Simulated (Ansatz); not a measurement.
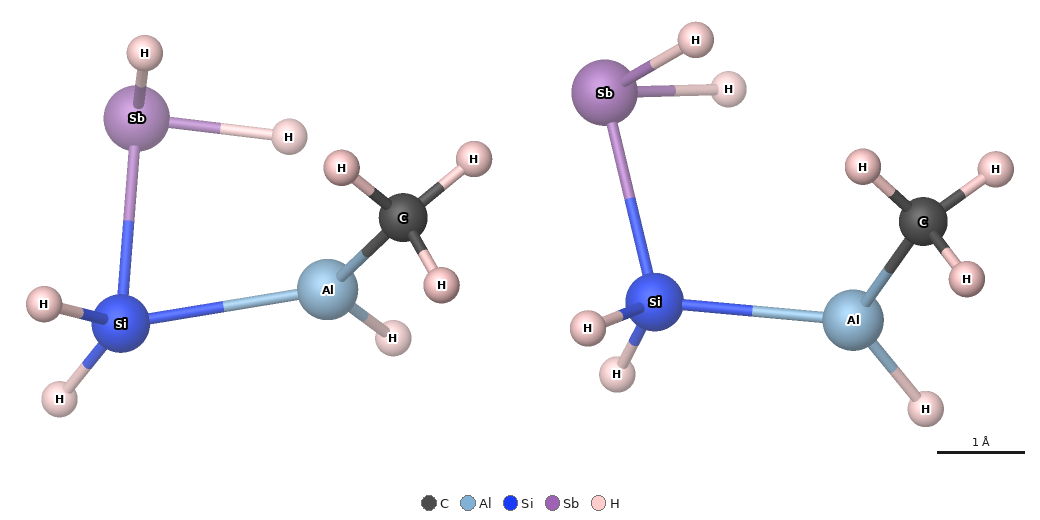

Two geometries of CH8AlSbSi, drawn at one scale. One is the start of a relaxation, the other its converged end. A ball-and-stick model, seen at a tilt.

Level of theory: Ansatz, RKS PBE0-D4/def2-SVP. Set-up: no spin polarisation; force threshold 0.015 eV/Å; at most 40 steps.

**Which of the two is the end point?**

The left one is the relaxed one. The run prepares an end point of a later path (inversion) calculation, from a guessed geometry. The atom that moves furthest after the best rigid fit is an H atom (1.36 Å). Largest moves by element: H 1.36 Å, Sb 0.77 Å, Al 0.42 Å, Si 0.36 Å, C 0.06 Å. Among the contacts that change: Al–H 3.706 → 2.122 Å, Sb–Si 2.547 → 2.635 Å, Al–Si 2.330 → 2.414 Å, H–Sb 1.847 → 1.771 Å. Bond angles that change, for instance: Al–Si–Sb 110.2° → 77.4°, Al–Si–H 110.3° → 124.4°, Al–Si–H 111.9° → 123.7°. Groups turn about Sb–Si by about 40°, Al–C by about 20°. The energy falls by 10.8 kcal/mol in 29 accepted moves (32 points after the start). The largest force component goes from 1.7 to 0.013 eV/Å. The line search rejected the trial steps at points 13, 24, 26 of the run.
